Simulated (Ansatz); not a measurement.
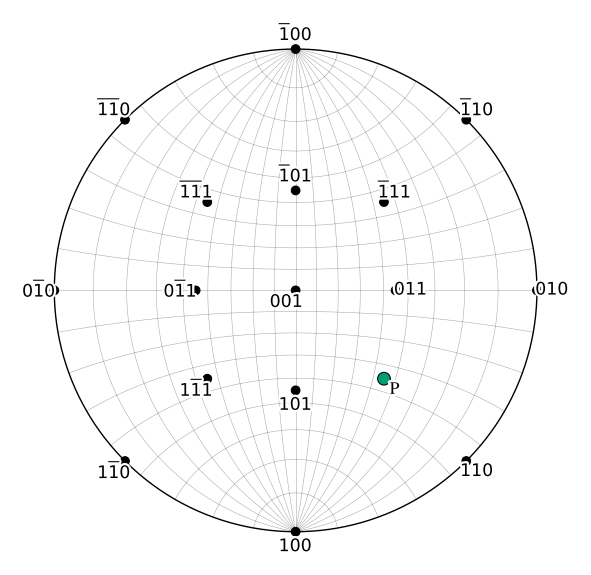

Crystal: CoSi6, the geometry relaxed with DFT PBE, scalar-relativistic, plane waves, PAW in Ansatz 0.2.0; the starting structure was generated, so it need not be a known form of this composition. Stereographic projection of plane normals (upper hemisphere) centred on (0 0 1). Symmetry computed with spglib at a tolerance of 0.002 Å; standard conventional cell.

a = 6.040 Å, b = 6.040 Å, c = 6.040 Å, α = 90.00°, β = 90.00°, γ = 90.00°.

### Index the pole marked P.

P is (1 1 1), 54.7° from the centre.

### What is the angle between the normals of (−1 −1 0) and (1 0 0), and what are their d_hkl = 1/|g|?

135.0°; d = 4.271 Å and 6.040 Å.
